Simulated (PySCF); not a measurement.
Geometry relaxation, with input and output: C7H11FSi

C7H11FSi, computed with PBE0-D3(BJ)/def2-SVP geometry optimisation, gas phase (PySCF 2.14.0).

It belongs to a series of runs on one base structure; here: constitutional isomer.

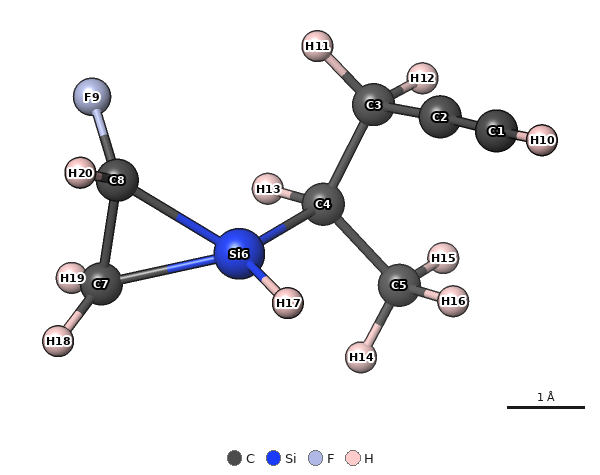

Figure 1. The structure as given in the input (ball-and-stick view, seen at an oblique angle; atoms are numbered from 1 in the order of the input).

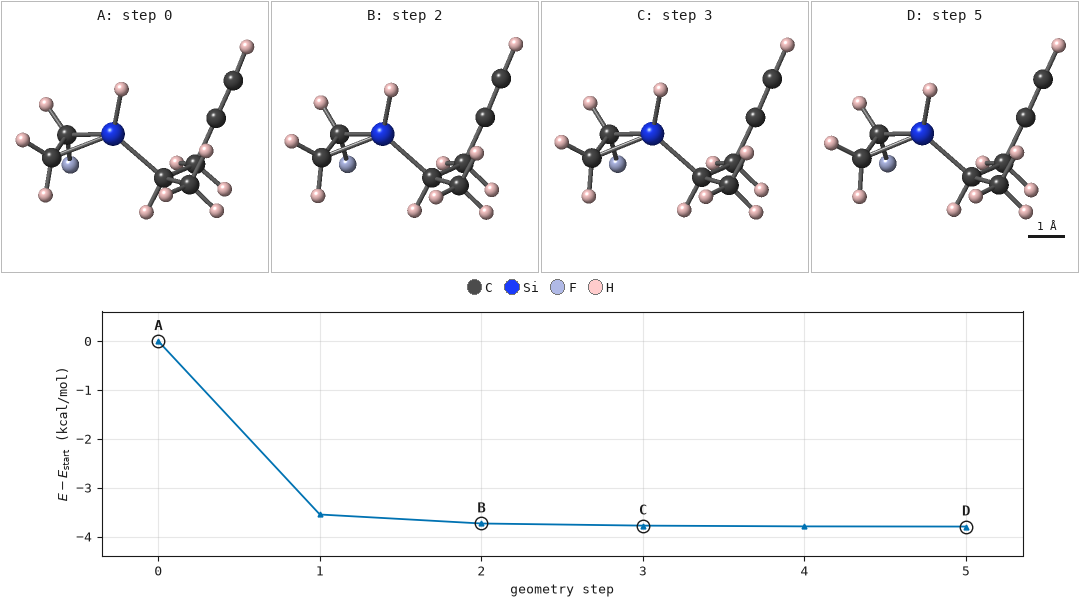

Figure 2. Frames of the relaxation (ball-and-stick view, seen at an oblique angle) above the curves, on which the letters mark them (steps are counted from 0).

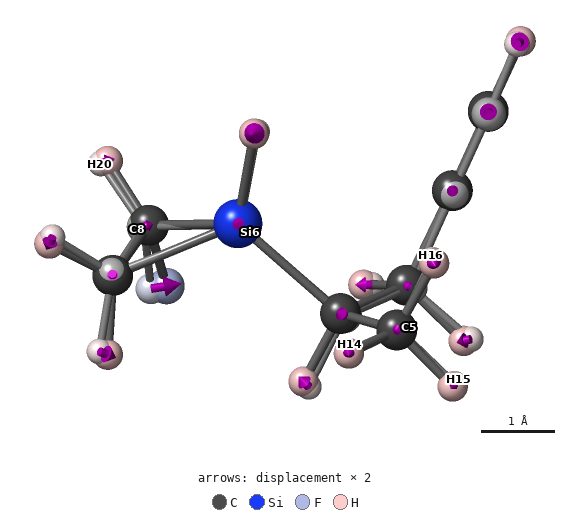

Figure 3. Start (faint) and end (solid) with the displacements as pink arrows, magnified 2 times (ball-and-stick view, seen at an oblique angle). The two geometries are laid on each other by the best rigid fit. After 5 geometry steps the energy has fallen by 3.79 kcal/mol. Largest force component: 1.8 eV/Å at the start, 0.02 eV/Å at the end. F9 moves most after the best rigid fit: 0.22 Å. By element the largest moves are F 0.22 Å, H 0.21 Å, C 0.14 Å, Si 0.07 Å. Distances before and after: C3–C4 1.498 → 1.541 Å, C4–Si6 1.926 → 1.890 Å, Si6–H17 1.455 → 1.485 Å, C4–H13 1.131 → 1.104 Å. Among the angles that change: Si6–C7–H19 120.6° → 116.3°, C8–Si6–H17 116.6° → 120.5°, C2–C1–H10 176.2° → 179.2°. (Atoms are counted from 1 in the order of the input.)

These pictures come from the run below.

**Input**
```
{"job": {"xc": "PBE0", "basis": "def2-SVP", "d3": "d3bj", "grid": 1, "shake": 0.01, "kind": "geom"}, "charge": 0, "multiplicity": 1}
C      2.801300     1.055090     1.296600
C      2.187800     0.738910     0.303290
C      1.440900     0.295410    -0.868780
C      0.359610    -0.666890    -0.482990
C      0.899320    -1.966210     0.088230
Si    -0.899030     0.157240     0.719290
C     -2.714620     0.116790     0.246280
C     -2.031770     1.472170    -0.023580
F     -1.940490     1.811790    -1.329750
H      3.305300     1.392210     2.153330
H      1.035880     1.167430    -1.362380
H      2.161320    -0.198580    -1.539030
H     -0.238380    -0.905400    -1.412390
H      0.093420    -2.658110     0.357840
H      1.563650    -2.447620    -0.619380
H      1.474250    -1.733940     1.006900
H     -0.546910     0.318190     2.121820
H     -3.512630     0.141200     0.998960
H     -3.042430    -0.409900    -0.645270
H     -2.447500     2.335610     0.525950
```

The first line tells a small driver script what to run in PySCF; the rest is the geometry in Å.

Command:
```bash
OMP_NUM_THREADS=1 python <driver script> task.json out
```

**Output**
```
step   0  E = -661.67887984  max force = 0.035688
step   1  E = -661.68453029  max force = 0.005581
step   2  E = -661.68482382  max force = 0.001233
step   3  E = -661.68489327  max force = 0.001032
step   4  E = -661.68491798  max force = 0.000507
step   5  E = -661.68492378  max force = 0.000385
optimisation converged
```

**Trajectory as extended XYZ (Å, eV, eV/Å), 6 frames, from step=0 to step=5**
```
20
Properties=species:S:1:pos:R:3:forces:R:3 step=0 energy=-18005.19942
C     2.8013    1.0551    1.2966   -0.4967  -0.1334  -0.6785
C     2.1878    0.7389    0.3033    0.1596   0.0565  -0.0883
C     1.4409    0.2954   -0.8688    1.0875   0.0405   0.5251
C     0.3596   -0.6669   -0.4830   -1.8352  -0.5425  -0.3400
C     0.8993   -1.9662    0.0882   -0.1120   0.5165   0.7739
Si   -0.8990    0.1572    0.7193   -0.1629   0.0775  -1.0770
C    -2.7146    0.1168    0.2463    0.1049   0.5269   0.4593
C    -2.0318    1.4722   -0.0236   -0.4489  -0.2152   0.6015
F    -1.9405    1.8118   -1.3297    0.2916   0.0297  -0.8729
H     3.3053    1.3922    2.1533    0.5509   0.2748   0.8720
H     1.0359    1.1674   -1.3624   -0.2971   0.5106  -0.4950
H     2.1613   -0.1986   -1.5390    0.0050   0.0315  -0.2893
H    -0.2384   -0.9054   -1.4124    0.3214   0.2495   0.6672
H     0.0934   -2.6581    0.3578   -0.0681  -0.1438  -0.0130
H     1.5636   -2.4476   -0.6194    0.4009  -0.3697  -0.3736
H     1.4743   -1.7339    1.0069   -0.0222  -0.2585  -0.1676
H    -0.5469    0.3182    2.1218    0.1640  -0.0820   0.5765
H    -3.5126    0.1412    0.9990    0.0748  -0.0620   0.0664
H    -3.0424   -0.4099   -0.6453    0.0718  -0.2370  -0.3715
H    -2.4475    2.3356    0.5260    0.2108  -0.2700   0.2247
20
Properties=species:S:1:pos:R:3:forces:R:3 step=1 energy=-18005.35318
C     2.7834    1.0857    1.2964    0.2016   0.0937   0.2870
C     2.2024    0.6998    0.3084   -0.1719  -0.0290  -0.1331
C     1.4335    0.2378   -0.8394   -0.1370   0.0157  -0.0343
C     0.2859   -0.7274   -0.4614    0.0311   0.1566   0.0530
C     0.7963   -2.0591    0.0766    0.0411  -0.0570  -0.1064
Si   -0.9134    0.1323    0.7298    0.0554   0.0905  -0.1272
C    -2.7112    0.2855    0.2331    0.0110   0.0243  -0.1090
C    -1.8902    1.5517   -0.0101    0.0666  -0.1658  -0.1200
F    -1.6950    1.8769   -1.3349    0.0031  -0.0661   0.1408
H     3.3099    1.4350    2.1680   -0.0414  -0.0349  -0.0848
H     1.0080    1.1153   -1.3613    0.0442  -0.0853   0.0366
H     2.1146   -0.2601   -1.5505    0.0140  -0.0257  -0.0645
H    -0.2948   -0.8976   -1.3834   -0.0474  -0.0203   0.0079
H    -0.0314   -2.7474    0.3050    0.0070  -0.0253  -0.0015
H     1.4573   -2.5546   -0.6579   -0.0692   0.0262   0.0536
H     1.3822   -1.9172    0.9964    0.0249   0.0085   0.0619
H    -0.5553    0.1789    2.1691   -0.0156  -0.0343   0.0205
H    -3.5198    0.3576    0.9689   -0.0081  -0.0102   0.0192
H    -3.0314   -0.2202   -0.6879    0.0499  -0.0133   0.0361
H    -2.1746    2.4320    0.5716   -0.0592   0.1517   0.0642
20
Properties=species:S:1:pos:R:3:forces:R:3 step=2 energy=-18005.36116
C     2.8124    1.0759    1.2860    0.0013  -0.0327  -0.0358
C     2.2048    0.7022    0.3061   -0.0241   0.0332   0.0343
C     1.4165    0.2481   -0.8337   -0.0001  -0.0415  -0.0239
C     0.2744   -0.7126   -0.4420    0.0634   0.0434   0.0330
C     0.7874   -2.0485    0.0872    0.0161  -0.0042  -0.0095
Si   -0.9132    0.1446    0.7520    0.0076   0.0427  -0.0117
C    -2.6974    0.2707    0.2087   -0.0558   0.0483   0.0087
C    -1.8883    1.5479   -0.0102    0.0346  -0.0442   0.0088
F    -1.6464    1.8600   -1.3274   -0.0164   0.0239   0.0091
H     3.3621    1.4120    2.1452    0.0026   0.0036   0.0036
H     0.9880    1.1258   -1.3466    0.0052  -0.0066   0.0053
H     2.0832   -0.2516   -1.5599    0.0071   0.0118  -0.0071
H    -0.3208   -0.8818   -1.3559   -0.0258  -0.0125   0.0231
H    -0.0378   -2.7377    0.3230   -0.0020  -0.0011   0.0006
H     1.4356   -2.5436   -0.6552   -0.0072  -0.0005   0.0013
H     1.3849   -1.9107    1.0026   -0.0066   0.0008  -0.0013
H    -0.5802    0.1863    2.1985   -0.0105  -0.0435  -0.0022
H    -3.5305    0.3294    0.9187    0.0046   0.0024  -0.0029
H    -2.9763   -0.2450   -0.7188    0.0285  -0.0182   0.0040
H    -2.2019    2.4337    0.5582   -0.0224  -0.0051  -0.0375
20
Properties=species:S:1:pos:R:3:forces:R:3 step=3 energy=-18005.36305
C     2.8357    1.0648    1.2790   -0.0170  -0.0360  -0.0531
C     2.2128    0.7009    0.3049    0.0025   0.0290   0.0345
C     1.4149    0.2517   -0.8302    0.0189  -0.0326  -0.0115
C     0.2737   -0.7043   -0.4298    0.0471  -0.0011   0.0118
C     0.7865   -2.0415    0.0970   -0.0069   0.0065   0.0194
Si   -0.9178    0.1525    0.7598    0.0025   0.0267  -0.0068
C    -2.6967    0.2653    0.1949   -0.0425   0.0232   0.0341
C    -1.8949    1.5476   -0.0146   -0.0120   0.0089   0.0109
F    -1.6438    1.8639   -1.3284    0.0121   0.0150  -0.0210
H     3.3992    1.3922    2.1322    0.0054   0.0097   0.0154
H     0.9862    1.1305   -1.3392   -0.0071   0.0178  -0.0049
H     2.0758   -0.2480   -1.5623   -0.0050   0.0082   0.0081
H    -0.3286   -0.8753   -1.3386   -0.0114  -0.0099   0.0060
H    -0.0390   -2.7294    0.3360   -0.0019   0.0037   0.0020
H     1.4293   -2.5378   -0.6483    0.0085  -0.0042  -0.0102
H     1.3878   -1.9051    1.0104   -0.0067  -0.0016  -0.0099
H    -0.6015    0.1846    2.2100   -0.0028  -0.0256  -0.0003
H    -3.5403    0.3176    0.8928    0.0020   0.0043  -0.0072
H    -2.9543   -0.2574   -0.7345    0.0145  -0.0156  -0.0059
H    -2.2283    2.4320    0.5454   -0.0003  -0.0262  -0.0116
20
Properties=species:S:1:pos:R:3:forces:R:3 step=4 energy=-18005.36373
C     2.8520    1.0572    1.2733    0.0039  -0.0132  -0.0084
C     2.2190    0.7004    0.3036    0.0002   0.0090   0.0030
C     1.4156    0.2531   -0.8282    0.0061  -0.0015  -0.0012
C     0.2752   -0.7000   -0.4216   -0.0022  -0.0107  -0.0130
C     0.7863   -2.0370    0.1071   -0.0112   0.0068   0.0165
Si   -0.9231    0.1578    0.7615   -0.0065   0.0117   0.0261
C    -2.6996    0.2641    0.1839   -0.0069   0.0006   0.0002
C    -1.9014    1.5496   -0.0177    0.0042   0.0006  -0.0028
F    -1.6352    1.8692   -1.3279   -0.0046   0.0129  -0.0196
H     3.4237    1.3800    2.1233   -0.0029   0.0056   0.0048
H     0.9865    1.1329   -1.3358   -0.0051   0.0082  -0.0005
H     2.0731   -0.2471   -1.5627   -0.0043  -0.0010   0.0044
H    -0.3306   -0.8748   -1.3277    0.0053  -0.0069  -0.0042
H    -0.0404   -2.7228    0.3482   -0.0006   0.0031   0.0012
H     1.4270   -2.5357   -0.6387    0.0056  -0.0015  -0.0039
H     1.3885   -1.9002    1.0194    0.0007  -0.0011  -0.0026
H    -0.6192    0.1778    2.2146    0.0022  -0.0099   0.0025
H    -3.5522    0.3132    0.8708    0.0038   0.0011  -0.0004
H    -2.9410   -0.2637   -0.7471    0.0021  -0.0041  -0.0062
H    -2.2477    2.4308    0.5383    0.0103  -0.0097   0.0042
20
Properties=species:S:1:pos:R:3:forces:R:3 step=5 energy=-18005.36388
C     2.8551    1.0558    1.2716    0.0098  -0.0022   0.0094
C     2.2195    0.7003    0.3032   -0.0041  -0.0006  -0.0080
C     1.4148    0.2524   -0.8274   -0.0008   0.0079   0.0004
C     0.2750   -0.7006   -0.4192   -0.0141  -0.0065  -0.0099
C     0.7850   -2.0366    0.1125    0.0003   0.0033   0.0039
Si   -0.9247    0.1581    0.7623   -0.0031   0.0038   0.0003
C    -2.6987    0.2655    0.1767    0.0047  -0.0007   0.0017
C    -1.8991    1.5512   -0.0194   -0.0087   0.0036  -0.0198
F    -1.6318    1.8771   -1.3284    0.0064  -0.0027   0.0053
H     3.4276    1.3793    2.1210   -0.0048   0.0021  -0.0011
H     0.9847    1.1322   -1.3349   -0.0004  -0.0019   0.0029
H     2.0714   -0.2482   -1.5622    0.0004  -0.0023  -0.0007
H    -0.3306   -0.8773   -1.3252    0.0073  -0.0050  -0.0007
H    -0.0425   -2.7210    0.3547   -0.0004   0.0008   0.0003
H     1.4257   -2.5371   -0.6325    0.0005  -0.0014   0.0026
H     1.3871   -1.8986    1.0245    0.0026  -0.0001   0.0014
H    -0.6264    0.1713    2.2168    0.0021  -0.0017  -0.0009
H    -3.5536    0.3131    0.8605   -0.0046   0.0038  -0.0036
H    -2.9348   -0.2620   -0.7562    0.0020   0.0007   0.0020
H    -2.2472    2.4302    0.5383    0.0048  -0.0007   0.0146
```

**Summary**

| quantity | value |
| --- | --- |
| outcome | converged |
| total energy | −661.684924 hartree |
| dipole moment | 1.46 D |
| point group | C1 |
| hardware | 1 CPU thread, shared host |
| wall time | 3.2 min |
| peak memory | 0.78 GiB |
